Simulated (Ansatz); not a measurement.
CH₂AlClO₂

| atom | x (Å) | y (Å) | z (Å) |
| --- | --- | --- | --- |
| O | -0.4842 | -0.7754 | 0.8184 |
| C | 0.7466 | -0.4934 | 0.8583 |
| O | 1.2073 | 0.2580 | -0.0466 |
| Al | -0.5561 | 0.2746 | -0.7713 |
| Cl | -1.5169 | 2.1078 | -0.4601 |
| H | 1.3923 | -0.8903 | 1.6468 |
| H | -0.7278 | -0.5491 | -2.0911 |

Geometry: PBE0-D4/def2-TZVP.

Method: RKS PBE0-D4/def2-TZVPP (Ansatz 0.2.0).

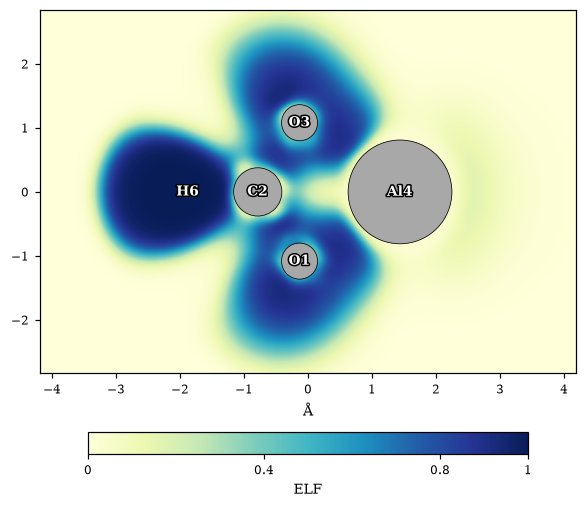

Figure 1. Electron localisation function on the plane of atoms O1, C2 and O3. Grey discs cover the atomic cores.

Question: What do the fields say about this system?

Answer:
- The plane passes through O, C, Al and H nuclei.
- C–O (1.26 Å): the ELF peaks at about 0.90 between the atoms (a polar covalent bond).
- Al–O (1.91 Å): the ELF peaks at about 0.90 in the valence shell of O, 0.6 Å from its nucleus, and is about 0.55 at the midpoint.
- C–Al (2.22 Å): the ELF is about 0.15 at the midpoint.
- C–H (1.09 Å): the ELF climbs to about 1 towards the hydrogen, as it does in any bond to H (an ordinary covalent bond to hydrogen).
- The ELF also peaks beside O1 and O3, away from the bonds: lone-pair regions.

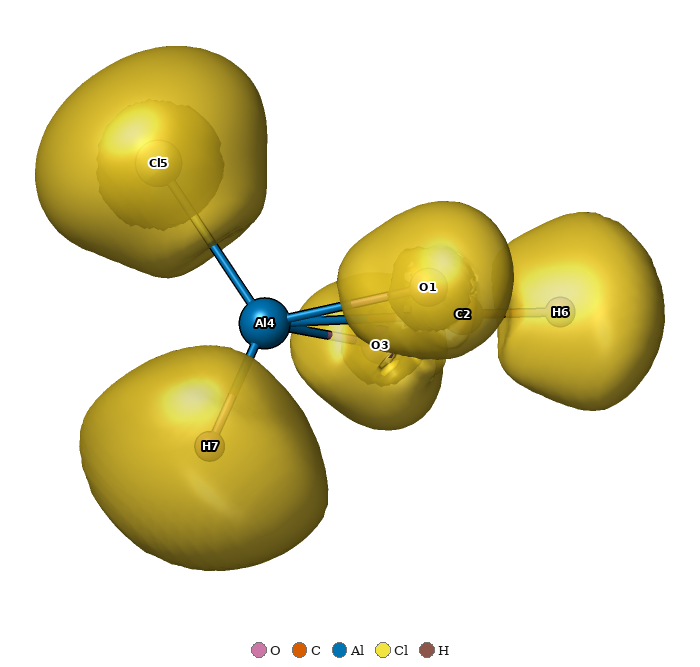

Figure 2. Isosurface of the ELF at 0.75 (yellow), seen at an oblique angle. Core shells and regions of very low density are left out.

Question: Describe the localisation domains.

Answer: The surface consists of two regions around hydrogen nuclei, one region on Cl in which the atom's valence shell and bonds are merged and two regions on O in which the atom's valence shell and bonds are merged.

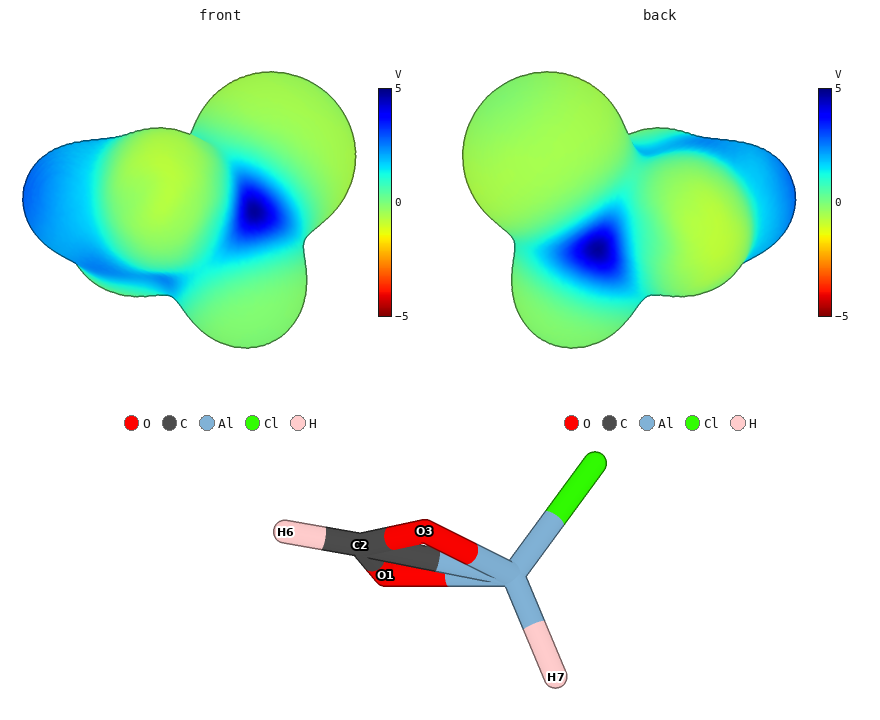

Figure 3. The electrostatic potential painted on the density surface at 0.004 e/bohr³, seen from the front and from behind; red is negative and blue positive. The bare structure is drawn below in the same view.

Question: Which sites attract a positive test charge, and which a negative one?

Answer: A positive charge is drawn to the negative regions and a negative charge to the positive ones. The most negative region (about −0.8 V, or −18 kcal/mol for a unit charge) lies over O1 and O3, the most positive (about +4.4 V, or +101 kcal/mol for a unit charge) over Al4.

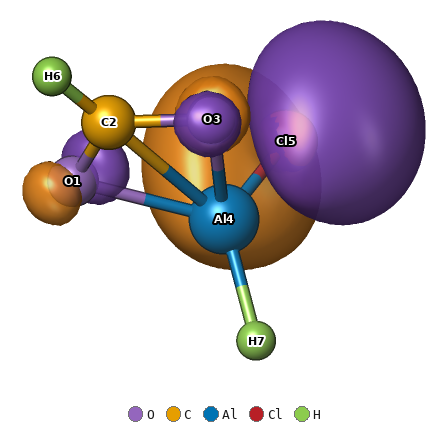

Figure 4. The HOMO−1 at ±0.1 Å⁻³ᐟ² (orange and purple are the two phases), seen at an oblique angle.

Question: Where does this orbital lie, and at what energy?

Answer: Its weight (Hirshfeld) is mainly on Cl5 (about 85 %); largely a lone pair of Cl5. Its energy is −9.22 eV.
